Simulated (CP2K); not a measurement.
**C2H7AlO3 (SMILES C[O][Al]([OH])[O]C) at PM3**

What is the vertical electron affinity of C2H7AlO3 at PM3? 

The calculation is run with CP2K 2026.2.

3 further runs of the same task are left out: 3 that didn't finish.

## Step 1: The system as given

C2H7AlO3 has 13 atoms, charge 0, and is taken as a singlet. As SMILES, `C[O][Al]([OH])[O]C`. The shape comes from a force field and isn't a relaxed structure.

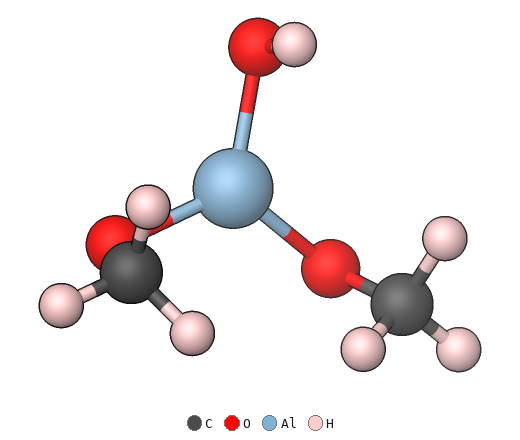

The structure, seen from a chosen angle (carbon dark grey, oxygen red, aluminium light blue, hydrogen pink).

## Step 2: Energy and gradient at PM3

Contents of gas.inp:

```
&GLOBAL
  PROJECT gas
  RUN_TYPE ENERGY_FORCE
  PRINT_LEVEL MEDIUM
&END GLOBAL

&FORCE_EVAL
  METHOD Quickstep
  &DFT
    &QS
      METHOD PM3
      EPS_DEFAULT 1.0E-10
      &SE
        &COULOMB
          CUTOFF [angstrom] 50
          RC_RANGE [angstrom] 0
        &END COULOMB
        &EXCHANGE
          CUTOFF [angstrom] 50
          RC_RANGE [angstrom] 0
        &END EXCHANGE
      &END SE
    &END QS
    &POISSON
      PERIODIC NONE
      POISSON_SOLVER ANALYTIC
    &END POISSON
    &SCF
      SCF_GUESS ATOMIC
      EPS_SCF 1.0E-06
      MAX_SCF 50
      &OT
        MINIMIZER CG
        PRECONDITIONER FULL_SINGLE_INVERSE
      &END OT
      &OUTER_SCF
        EPS_SCF 1.0E-06
        MAX_SCF 8
      &END OUTER_SCF
    &END SCF
    &PRINT
      &MOMENTS
        PERIODIC F
        REFERENCE COM
        MAX_MOMENT 1
      &END MOMENTS
      &MO_CUBES
        NLUMO 3
        NHOMO -1
        WRITE_CUBE F
      &END MO_CUBES
      &HIRSHFELD OFF
      &END HIRSHFELD
    &END PRINT
  &END DFT
  # structure
  &SUBSYS
    &CELL
      ABC 12.1 12.1 12.9
      PERIODIC NONE
    &END CELL
    &COORD
      C      0.600900    -1.035700     1.793500
      O      1.412700    -1.151900     0.685700
      Al     1.001500     0.134300    -0.611700
      O      1.936100     1.778700    -0.537800
      O     -0.198900    -0.235500    -1.950700
      C     -1.480400     0.182100    -1.512000
      H      0.831700    -1.755200     2.546700
      H     -0.469300    -1.135500     1.478900
      H      0.685800     0.023800     2.300600
      H      1.268100     2.324400     0.052400
      H     -1.817000    -0.412700    -0.597600
      H     -2.182000    -0.038200    -2.309600
      H     -1.568800     1.286700    -1.323600
    &END COORD
    &TOPOLOGY
      &CENTER_COORDINATES
      &END CENTER_COORDINATES
    &END TOPOLOGY
  &END SUBSYS
  # extra output
  &PRINT
    &FORCES ON
    &END FORCES
  &END PRINT
&END FORCE_EVAL
```

Launch:

```bash
$ OMP_NUM_THREADS=1 cp2k.psmp gas.inp > gas.out
```

What it wrote:

```text
CP2K| version string:                                       CP2K version 2026.2
[...]
 GLOBAL| Method name                                                        CP2K
[...]
 GLOBAL| Run type                                                   ENERGY_FORCE
[...]
                             - Atoms:                                         13
[...]
                             - Spherical basis functions:                     31
[...]
 Number of electrons:                                                         36
[...]
     1 OT CG       0.80E-01    0.0     0.26432135       -39.4302887799 -3.94E+01
[...]
    16 OT CG       0.22E+00    0.0     0.00000073       -46.9779355299 -1.06E-10
  *** SCF run converged in    16 steps ***
  Core-core repulsion energy [eV]:                           2794.34374557743786
  Core Hamiltonian energy [eV]:                             -2055.48434073019553
  Two-electron integral energy [eV]:                        -4034.38808267817558
  Electronic energy [eV]:                                   -4072.67838206928309
  Total energy [eV]:                                        -1278.33463649184523
  Atomic reference energy [eV]:                              1270.69612034536340
  Heat of formation [kcal/mol]:                              -176.14838091688125
[...]
 SE_DIPOLE| Moment [Debye]          2.57443540      -1.07183001      -1.57582285
 SE_DIPOLE| Derivative [a.u.]       0.00000000       0.00000000       0.00000000
 *** WARNING in qs_scf_post_se.F:140 :: Printing of MO cube files not ***
 *** implemented for Semi-Empirical method.                           ***
 ENERGY| Total FORCE_EVAL ( QS ) energy [hartree]            -46.977935529913196
 FORCES| Atomic forces [hartree/bohr]
 FORCES|   Atom     x               y               z               |f|
 FORCES|      1 -1.60289233E-02  5.97120746E-02 -2.36899399E-02   6.62093006E-02
 FORCES|      2 -9.32974240E-03  3.33235855E-02 -3.14722250E-02   4.67761305E-02
 FORCES|      3 -8.69576385E-03 -4.26652937E-03  2.35357214E-02   2.54509285E-02
 FORCES|      4 -8.91685815E-02 -2.19231863E-02  4.23421002E-02   1.01116346E-01
 FORCES|      5  5.32841185E-03  1.98362983E-02  4.09320703E-02   4.57963435E-02
 FORCES|      6  2.80816117E-02 -8.19824051E-03  1.80773836E-02   3.43886589E-02
 FORCES|      7  8.00377746E-03 -1.50268634E-02  7.88130723E-03   1.87611855E-02
 FORCES|      8  1.18369151E-02  1.38815387E-03  3.71437881E-03   1.24834346E-02
 FORCES|      9 -1.38126165E-03 -3.20844405E-02 -1.85466893E-02   3.70850224E-02
 FORCES|     10  5.44241541E-02 -2.90548587E-02 -4.21053289E-02   7.46929186E-02
 FORCES|     11  1.13445346E-02  1.57841882E-02 -1.59497644E-02   2.51442647E-02
 FORCES|     12 -2.77788019E-03 -3.70482388E-03 -7.13013799E-03   8.50183545E-03
 FORCES|     13  8.36274816E-03 -1.57853577E-02  2.41112397E-03   1.80257203E-02
[...]
```

It took 0.72 s on 1 thread of Arm Neoverse V2, shared host.

## Step 3: The doublet anion at the same level

Contents of run.inp:

```
&GLOBAL
 PROJECT_NAME run
 RUN_TYPE ENERGY_FORCE
 PRINT_LEVEL MEDIUM
&END
&FORCE_EVAL
 METHOD Quickstep
 &DFT
  CHARGE -1
  MULTIPLICITY 2
  SPIN_POLARIZED T
  &QS
   METHOD PM3
   EPS_DEFAULT 1.0E-10
   &SE
    &COULOMB
     CUTOFF [angstrom] 50
     RC_RANGE [angstrom] 0
    &END
    &EXCHANGE
     CUTOFF [angstrom] 50
     RC_RANGE [angstrom] 0
    &END
   &END
  &END
  &POISSON
   PERIODIC NONE
   POISSON_SOLVER ANALYTIC
  &END
  &SCF
   SCF_GUESS ATOMIC
   EPS_SCF 1.0E-06
   MAX_SCF 100
   ADDED_MOS 8
   &DIAGONALIZATION
    ALGORITHM STANDARD
   &END
   &MIXING
    METHOD DIRECT_P_MIXING
    ALPHA 0.4
   &END
  &END
  &PRINT
   &MOMENTS
    PERIODIC F
    REFERENCE COM
    MAX_MOMENT 1
   &END
   &MO ON
    ENERGIES T
    OCCUPATION_NUMBERS T
    NDIGITS 6
    &EACH
     QS_SCF 0
    &END
    ADD_LAST NUMERIC
   &END
   &HIRSHFELD OFF
   &END
  &END
 &END
 &SUBSYS
  &CELL
   ABC 12.1 12.1 12.9
   PERIODIC NONE
  &END
  &COORD
   C      0.600900    -1.035700     1.793500
   O      1.412700    -1.151900     0.685700
   Al     1.001500     0.134300    -0.611700
   O      1.936100     1.778700    -0.537800
   O     -0.198900    -0.235500    -1.950700
   C     -1.480400     0.182100    -1.512000
   H      0.831700    -1.755200     2.546700
   H     -0.469300    -1.135500     1.478900
   H      0.685800     0.023800     2.300600
   H      1.268100     2.324400     0.052400
   H     -1.817000    -0.412700    -0.597600
   H     -2.182000    -0.038200    -2.309600
   H     -1.568800     1.286700    -1.323600
  &END
  &TOPOLOGY
   &CENTER_COORDINATES
   &END
  &END
 &END
 &PRINT
  &FORCES ON
  &END
 &END
&END
```

Launch:

```bash
$ OMP_NUM_THREADS=1 cp2k.psmp run.inp > run.out
```

What it wrote:

```text
CP2K| version string:                                       CP2K version 2026.2
[...]
 GLOBAL| Method name                                                        CP2K
[...]
 GLOBAL| Run type                                                   ENERGY_FORCE
[...]
                             - Atoms:                                         13
[...]
                             - Spherical basis functions:                     31
[...]
 Number of electrons:                                                         19
[...]
     1 P_Mix/Diag. 0.40E+00    0.0     0.40773287       -38.8878429070 -3.89E+01
[...]
    21 DIIS/Diag.  0.89E-07    0.0     0.00000064       -47.0829555164 -4.59E-12
  *** SCF run converged in    21 steps ***
  Core-core repulsion energy [eV]:                           2794.34374557743786
  Core Hamiltonian energy [eV]:                             -2078.26486614270198
  Two-electron integral energy [eV]:                        -3994.54251018726882
  Electronic energy [eV]:                                   -4075.53612123633638
  Total energy [eV]:                                        -1281.19237565889853
  Atomic reference energy [eV]:                              1270.69612034536340
  Heat of formation [kcal/mol]:                              -242.04941689113281
[...]
 SE_DIPOLE| Moment [Debye]          3.59784886      -0.32539784      -2.09218867
 SE_DIPOLE| Derivative [a.u.]       0.00000000       0.00000000       0.00000000
 ENERGY| Total FORCE_EVAL ( QS ) energy [hartree]            -47.082955516435945
 FORCES| Atomic forces [hartree/bohr]
 FORCES|   Atom     x               y               z               |f|
 FORCES|      1 -9.98646315E-03  5.95149743E-02 -3.37954961E-02   6.91657225E-02
 FORCES|      2 -9.15975497E-03  1.97068584E-02 -1.11110846E-02   2.44073263E-02
 FORCES|      3 -7.82655342E-03 -4.77746512E-03  2.16838470E-02   2.35429041E-02
 FORCES|      4 -7.85584452E-02 -7.81158561E-04  4.41166603E-02   9.01017161E-02
 FORCES|      5 -1.48021422E-02  1.83663901E-02  2.98213807E-02   3.80229200E-02
 FORCES|      6  3.78732472E-02 -1.13532180E-02  1.44488138E-02   4.20956843E-02
 FORCES|      7  6.73757443E-03 -1.51232420E-02  1.01339229E-02   1.94114335E-02
 FORCES|      8  1.13047077E-02  1.20117968E-03  4.99526751E-03   1.24174050E-02
 FORCES|      9 -1.91512293E-03 -3.20788667E-02 -1.69828653E-02   3.63474772E-02
 FORCES|     10  5.40766897E-02 -3.19823517E-02 -4.30358847E-02   7.61527844E-02
 FORCES|     11  1.04826606E-02  1.62742566E-02 -1.60408857E-02   2.51405572E-02
 FORCES|     12 -5.58381583E-03 -3.07982638E-03 -6.84442772E-03   9.35470580E-03
 FORCES|     13  7.35741799E-03 -1.58875306E-02  2.61075188E-03   1.77020127E-02
[...]
```

It took 0.22 s on 1 thread of Arm Neoverse V2, shared host.

## Step 4: Results

At PM3:

```
                                                   quantity            value
                             singlet C2H7AlO3: total energy     -46.97794 Eh
                            singlet C2H7AlO3: dipole moment           3.20 D
singlet C2H7AlO3: heat of formation at this unrelaxed shape  -176.1 kcal/mol
                 singlet C2H7AlO3: largest force on an atom       5.200 eV/Å
                                doublet anion: total energy     -47.08296 Eh
          doublet anion: HOMO energy (highest over α and β)         -3.47 eV
           doublet anion: LUMO energy (lowest over α and β)          3.13 eV
   doublet anion: heat of formation at this unrelaxed shape  -242.0 kcal/mol
                    doublet anion: largest force on an atom       4.633 eV/Å
          vertical electron affinity (to the doublet anion)         2.858 eV
```

What this shows: At fixed nuclei the extra electron is bound by 2.86 eV (66 kcal/mol). The largest force (singlet C2H7AlO3) is 5.20 eV/Å: the shape isn't a stationary point for this species at this level. A minimal valence basis can't be trusted even for the sign of an electron affinity.
